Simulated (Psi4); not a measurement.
**AlNH3Cl (SMILES [NH2][AlH][Cl]) at MOHLYP/6-31+G(d) (density fitting, Cartesian functions, dipole perturbation λ (added as +λ·μ, a field of −λ) (0, 0, 0.02) a.u.)**

Aim: the electrostatic solvation energy at fixed shape (C-PCM, methanol) of AlNH3Cl at MOHLYP/6-31+G* (density fitting, Cartesian functions, dipole perturbation λ (added as +λ·μ, a field of −λ) (0, 0, 0.02) a.u.), from 2 runs. 

The results are computed with Psi4 1.11.

2 further runs of the same task are left out: 2 set aside as unsound or not needed.

## 1. The system as given

AlNH3Cl has 6 atoms, charge 0, and is taken as a singlet. As SMILES, `[NH2][AlH][Cl]`. The shape is that of a PBE0-D4/def2-TZVP optimisation.

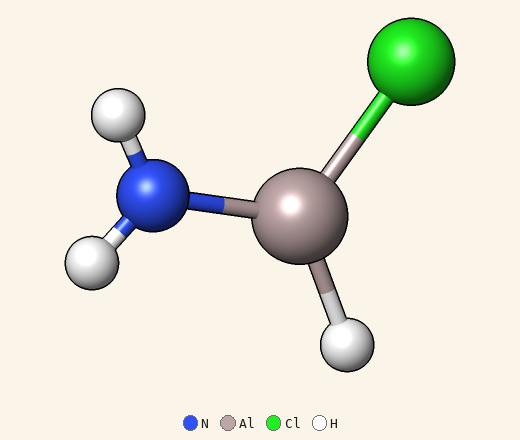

Viewed from a chosen angle; nitrogen blue, aluminium light grey, chlorine green, hydrogen white.

## 2. The energy in a field at MOHLYP/6-31+G(d) (density fitting, Cartesian functions, dipole perturbation λ (added as +λ·μ, a field of −λ) (0, 0, 0.02) a.u.)

The input, job.in:

```
memory 1600 mb

molecule system {
  N     -0.631100     0.250900    -0.718800
  Al     0.477600    -0.073800     0.603600
  Cl     1.413500    -1.951500     0.645600
  H     -1.134300     1.115000    -0.838800
  H     -0.852600    -0.395100    -1.458900
  H      0.769000     0.990400     1.721000
  symmetry c1
  no_reorient
  no_com
}

set {
  basis 6-31+G*
  perturb_h true
  perturb_with dipole
  perturb_dipole [0.0, 0.0, 0.02]
}

E, wfn = energy("mohlyp", return_wfn=True)
```

Command:

```
$ psi4 -i job.in -o job.out -n 1
```

job.out:

```text
[...]
  Running in c1 symmetry.
[...]
  Nuclear repulsion =  129.461318297618163
[...]
  Multiplicity = 1
[...]
  Nalpha       = 20
  Nbeta        = 20
[...]
    Number of basis functions: 71
[...]
   @DF-RKS iter   1:  -756.83937816754133   -6.66909e-02   1.33851e-02 ADIIS/DIIS
[...]
   @DF-RKS iter  10:  -757.25898822229328   -6.62283e-09   2.56320e-07 DIIS
[...]
    Orbital Energies [Eh]
    ---------------------
    Doubly Occupied:
       1A   -100.422254     2A    -55.247087     3A    -13.928479
       4A     -9.159740     5A     -6.977873     6A     -6.973534
       7A     -6.972848     8A     -3.962099     9A     -2.563833
      10A     -2.559668    11A     -2.556354    12A     -0.757937
      13A     -0.745620    14A     -0.429636    15A     -0.413558
      16A     -0.346508    17A     -0.330886    18A     -0.305792
      19A     -0.293254    20A     -0.224204
[...]
  @DF-RKS Final Energy:  -757.25898822229328
   => Energetics <=
    Nuclear Repulsion Energy =            129.4613182976181633
    One-Electron Energy =               -1305.6977545635591014
    Two-Electron Energy =                 471.8771958377836313
    DFT Exchange-Correlation Energy =     -52.8997477941359193
    Empirical Dispersion Energy =           0.0000000000000000
    VV10 Nonlocal Energy =                  0.0000000000000000
    Total Energy =                       -757.2589882222932829
[...]
 Multipole Moments:
 ------------------------------------------------------------------------------------
     Multipole            Electronic (a.u.)      Nuclear  (a.u.)        Total (a.u.)
 ------------------------------------------------------------------------------------
 L = 1.  Multiply by 2.5417464519 to convert [e a0] to [Debye]
 Dipole X            :        -47.1905003           46.4923649           -0.6981353
 Dipole Y            :         58.5905124          -57.9546877            0.6358247
 Dipole Z            :        -26.2837142           24.9702741           -1.3134401
 Magnitude           :                                                    1.6176498
[...]
```

It took 3.3 s on 1 thread of INTEL XEON PLATINUM 8581C at 2.30GHz (Emerald Rapids), shared host; peak memory 0.46 GiB.

## 3. The energy in a field at MOHLYP/6-31+G(d) (density fitting, Cartesian functions, C-PCM methanol, dipole perturbation λ (added as +λ·μ, a field of −λ) (0, 0, 0.02) a.u.)

The input, alclh3n.xyz:

```xyz
6
AlClH3N
N     -0.631100     0.250900    -0.718800
Al     0.477600    -0.073800     0.603600
Cl     1.413500    -1.951500     0.645600
H     -1.134300     1.115000    -0.838800
H     -0.852600    -0.395100    -1.458900
H      0.769000     0.990400     1.721000
```

The input, calc.py:

```python
import psi4

psi4.set_memory(1600000000)
psi4.set_num_threads(1)
psi4.set_output_file('alclh3n.out', False)

with open('alclh3n.xyz') as f:
    atoms = ''.join(f.readlines()[2:])
mol = psi4.geometry('0 1\n' + atoms + 'symmetry c1\nno_reorient\nno_com')

psi4.set_options({
    'basis': '6-31+G*',
    'perturb_h': True,
    'perturb_with': 'dipole',
    'perturb_dipole': [0.0, 0.0, 0.02],
    'pcm': True,
})
psi4.pcm_helper("""
  Units = Angstrom
  Medium {
    SolverType = CPCM
    Solvent = Methanol
  }
  Cavity {
    Type = GePol
    RadiiSet = UFF
    Scaling = False
    Area = 0.4
    Mode = Implicit
  }
""")

result = psi4.energy("MOHLYP", molecule=mol)
print(f'MOHLYP energy: {result:.10f} Eh')
```

Command:

```
$ python calc.py
```

alclh3n.out:

```text
[...]
  Running in c1 symmetry.
[...]
  Nuclear repulsion =  129.461318297618163
[...]
  Multiplicity = 1
[...]
  Nalpha       = 20
  Nbeta        = 20
[...]
    Number of basis functions: 71
[...]
   @DF-RKS iter   1:  -756.85410839546591   -7.71617e-02   1.33051e-02 DIIS/ADIIS
[...]
   @DF-RKS iter   9:  -757.27056904381220   -4.53128e-08   5.66854e-07 DIIS
[...]
    Orbital Energies [Eh]
    ---------------------
    Doubly Occupied:
       1A   -100.427092     2A    -55.244449     3A    -13.911511
       4A     -9.164878     5A     -6.982854     6A     -6.978609
       7A     -6.978123     8A     -3.958813     9A     -2.560252
      10A     -2.556677    11A     -2.552990    12A     -0.754868
      13A     -0.734821    14A     -0.409906    15A     -0.407862
      16A     -0.341365    17A     -0.332246    18A     -0.311209
      19A     -0.298196    20A     -0.209371
[...]
  @DF-RKS Final Energy:  -757.27056904381220
   => Energetics <=
    Nuclear Repulsion Energy =            129.4613182976181633
    One-Electron Energy =               -1305.5957160654604650
    Two-Electron Energy =                 471.7732133210620304
    DFT Exchange-Correlation Energy =     -52.8958043146744288
    Empirical Dispersion Energy =           0.0000000000000000
    VV10 Nonlocal Energy =                  0.0000000000000000
    PCM Polarization Energy =              -0.0135802823574800
    Total Energy =                       -757.2705690438122019
[...]
 Multipole Moments:
 ------------------------------------------------------------------------------------
     Multipole            Electronic (a.u.)      Nuclear  (a.u.)        Total (a.u.)
 ------------------------------------------------------------------------------------
 L = 1.  Multiply by 2.5417464519 to convert [e a0] to [Debye]
 Dipole X            :        -47.3321779           46.4923649           -0.8398130
 Dipole Y            :         58.7589993          -57.9546877            0.8043116
 Dipole Z            :        -26.6335342           24.9702741           -1.6632601
 Magnitude           :                                                    2.0294426
[...]
```

The script printed:

```text
MOHLYP energy: -757.2705690438 Eh
```

It took 4.5 s on 1 thread of INTEL XEON PLATINUM 8581C at 2.30GHz (Emerald Rapids), shared host; peak memory 0.46 GiB.

## 4. What came out

At MOHLYP/6-31+G* (density fitting, Cartesian functions, dipole perturbation λ (added as +λ·μ, a field of −λ) (0, 0, 0.02) a.u.):

| quantity | value |
| --- | --- |
| gas phase: total energy | -757.25899 Eh |
| gas phase: dipole moment | 4.11 D |
| gas phase: HOMO–LUMO gap | 3.22 eV |
| C-PCM, methanol: total energy | -757.27057 Eh |
| C-PCM, methanol: dipole moment | 5.16 D |
| C-PCM, methanol: HOMO–LUMO gap | 2.71 eV |
| C-PCM, methanol: solvent term in the energy | -35.7 kJ/mol |
| energy change from gas to solvent at fixed shape | -0.315 eV |

In words: The solvent model (C-PCM, methanol) lowers the energy by 0.32 eV (−7.3 kcal/mol) at the same shape. It holds the electrostatic part alone, without cavity or dispersion terms.
